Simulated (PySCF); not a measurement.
**C4H9NOSi2: electronic excitations**

What electronic excitations should C4H9NOSi2 (`C=CC[Si@H](C#N)O[SiH3]`) show?

The runs use PySCF 2.14.0, with density-fitted response routines of our own; the level of theory stands in each step. All values are computed, except where a source is named. Atoms count from 0, in the outputs and in this text.

## (1) Starting geometry

17 atoms, charge 0, multiplicity 1; geometry from: GFN2-xTB.

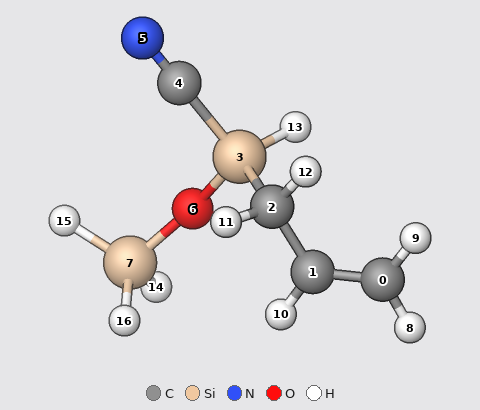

As it starts; carbon grey, silicon light orange, nitrogen blue, oxygen red, hydrogen white, atoms numbered.

## (2) TDDFT and polarisability: B3LYP/def2-SVPD

Job settings and geometry (Å):

```
{"job": {"kind": "uv", "xc": "B3LYP", "basis": "def2-SVPD", "nstates": 8, "ntriplets": 3}, "charge": 0, "multiplicity": 1}
C     -2.833363    -0.975373     0.064928
C     -1.693988    -0.632386    -0.508009
C     -1.117327     0.741323    -0.492425
Si     0.414368     0.814421     0.642486
C      1.191599     2.504881     0.417326
N      1.668225     3.537170     0.279316
O      1.509960    -0.285564     0.199352
Si     2.587188    -1.124170    -0.690313
H     -3.203164    -1.986134     0.041864
H     -3.449358    -0.253078     0.576058
H     -1.092721    -1.377333    -1.013200
H     -0.827343     1.023556    -1.507916
H     -1.866798     1.457164    -0.153042
H      0.158666     0.581088     2.059324
H      2.874509    -2.296514     0.129332
H      3.737599    -0.249727    -0.892456
H      1.934951    -1.467295    -1.954193
```

With the program's defaults for keys left out, this is: TDDFT B3LYP/def2-SVPD, vertical, gas phase, core orbitals frozen in the response.

Command:

```bash
$ OMP_NUM_THREADS=1 python probes_run.py task.json out
```

This one command runs all jobs of the session in turn.

The log of the run:

```text
coarse grid: 15320 points
cycle   1  E = -866.2178667408  dE =  7.793e-01  |g| = 8.976e-01  |ddm| = 6.564e+00
cycle   2  E = -865.8240246486  dE =  3.938e-01  |g| = 1.648e+00  |ddm| = 3.360e+00
cycle   3  E = -866.3716368656  dE = -5.476e-01  |g| = 2.399e-01  |ddm| = 2.116e+00
cycle   4  E = -866.3818457829  dE = -1.021e-02  |g| = 1.220e-01  |ddm| = 3.823e-01
cycle   5  E = -866.3846179931  dE = -2.772e-03  |g| = 4.848e-02  |ddm| = 1.762e-01
cycle   6  E = -866.3851679704  dE = -5.500e-04  |g| = 5.593e-03  |ddm| = 7.448e-02
cycle   7  E = -866.3851765103  dE = -8.540e-06  |g| = 1.302e-03  |ddm| = 1.345e-02
final grid: 139232 points
cycle   8  E = -866.5145482883  dE = -3.040e-05  |g| = 5.599e-03  |ddm| = 1.174e-01
cycle   9  E = -866.5145411919  dE =  7.096e-06  |g| = 8.002e-03  |ddm| = 2.258e-02
cycle  10  E = -866.5145557745  dE = -1.458e-05  |g| = 1.314e-03  |ddm| = 1.169e-02
cycle  11  E = -866.5145561352  dE = -3.607e-07  |g| = 3.442e-04  |ddm| = 1.764e-03
cycle  12  E = -866.5145561547  dE = -1.948e-08  |g| = 1.858e-04  |ddm| = 5.293e-04
cycle  13  E = -866.5145561618  dE = -7.100e-09  |g| = 2.994e-05  |ddm| = 2.638e-04
cycle  14  E = -866.5145561620  dE = -2.551e-10  |g| = 5.145e-06  |ddm| = 8.318e-05
converged SCF energy = -866.5145561620

Static polarisability (au): isotropic 104.637, principal 84.646 100.876 128.390

Singlet excitations
state   eV       nm        f      main configurations
  1   5.6119    220.9   0.04180   H->L 0.94
  2   6.1896    200.3   0.08318   H->L+1 0.86, H->L+2 0.09
  3   6.6489    186.5   0.00495   H->L+3 0.89
  4   6.8463    181.1   0.02764   H-1->L 0.71, H->L+2 0.15
  5   6.9186    179.2   0.10638   H-2->L 0.41, H->L+2 0.35
  6   6.9871    177.4   0.10432   H-2->L 0.51, H->L+2 0.16, H-1->L 0.11
  7   7.1035    174.5   0.01681   H-3->L 0.48, H->L+4 0.13
  8   7.1652    173.0   0.03493   H->L+4 0.44, H->L+5 0.16, H-3->L 0.16

Triplet excitations (Tamm-Dancoff, eV): 4.3463 5.6288 5.9101
```

Wall time 67 s (1 thread of Arm Neoverse V1, shared host); peak memory 0.97 GiB.

The orbitals next to the gap, with their largest atomic shares:

| orbital | eV | atoms |
| --- | --- | --- |
| HOMO−3 | -9.58 | N5 33 %, C4 27 %, C2 6 % |
| HOMO−2 | -9.05 | O6 35 %, Si7 19 %, H15 17 % |
| HOMO−1 | -8.95 | O6 32 %, Si7 15 %, H16 11 % |
| HOMO | -7.42 | C0 34 %, C1 29 %, C2 12 % |
| LUMO | -1.11 | Si3 18 %, C4 17 %, N5 16 % |
| LUMO+1 | -0.57 | N5 24 %, C4 23 %, Si3 16 % |
| LUMO+2 | -0.13 | C0 19 %, C1 18 %, C4 8 % |

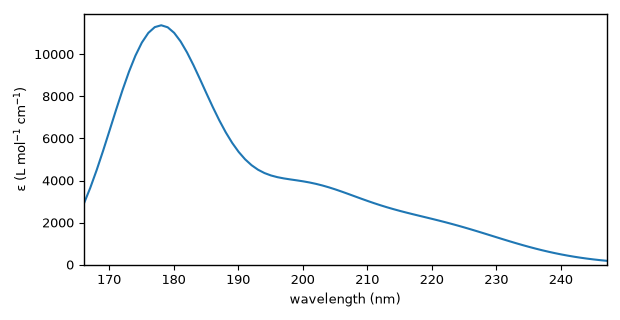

Absorption spectrum: each of the 8 states is a Gaussian band of 0.4 eV half-width at 1/e. Beyond the last state computed it falls off for lack of states.

Further results of this job:

| property | computed |
| --- | --- |
| dipole moment (D) | 3.61 |
| polarisability (Å³) | 15.51 |
| HOMO–LUMO gap (eV) | 6.30 |
| −ε(HOMO) (eV) | 7.42 |

## (3) Results

| quantity | value |
| --- | --- |
| lowest singlet (B3LYP/def2-SVPD) | 5.61 eV (221 nm), f = 0.042 |
| brightest single state of those computed | state 5, 6.92 eV, f = 0.106 |
| lowest triplet | 4.35 eV |

What this shows: The lowest singlet, at 5.61 eV, is HOMO→LUMO 0.94 and is weak; of the 8 states computed, the strongest absorption comes from state 5 at 6.92 eV. The lowest triplet lies 1.27 eV below the lowest singlet (triplets in Tamm-Dancoff, singlets in full TDDFT).
